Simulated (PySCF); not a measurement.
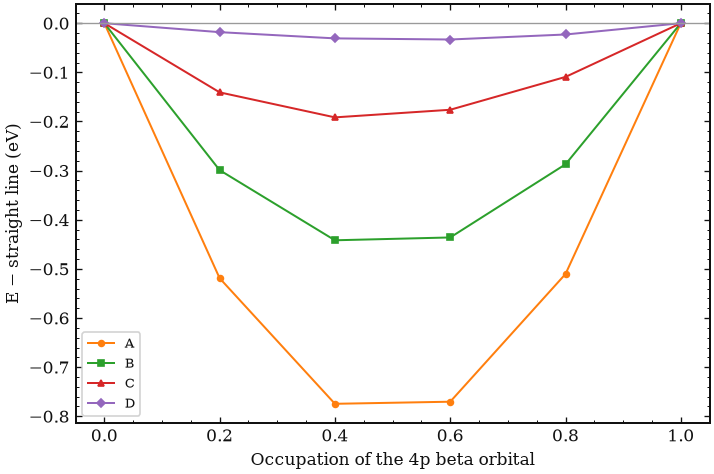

One 4p beta orbital of neutral selenium ([Ar] 3d¹⁰ 4s² 4p⁴) is emptied in steps. The plot gives the energy less the straight line between the integer ends. PySCF, aug-cc-pVDZ-PP with a 10-electron core potential, unrestricted single determinants, no spin-orbit coupling. The curves are B3LYP, BHandHLYP, LC-wPBE and wB97X in some order.

**Which curve is which method, and what does its shape mean?**

A is B3LYP: convex (delocalisation error), largest departure −0.77 eV, removal energy 9.760 eV; B is BHandHLYP: convex (delocalisation error), largest departure −0.44 eV, removal energy 9.597 eV; C is wB97X: convex (delocalisation error), largest departure −0.19 eV, removal energy 9.754 eV; D is LC-wPBE: convex (delocalisation error), largest departure −0.033 eV, removal energy 9.658 eV. The measured removal energy is 9.752 eV. The exact energy is a straight line between whole electron numbers.
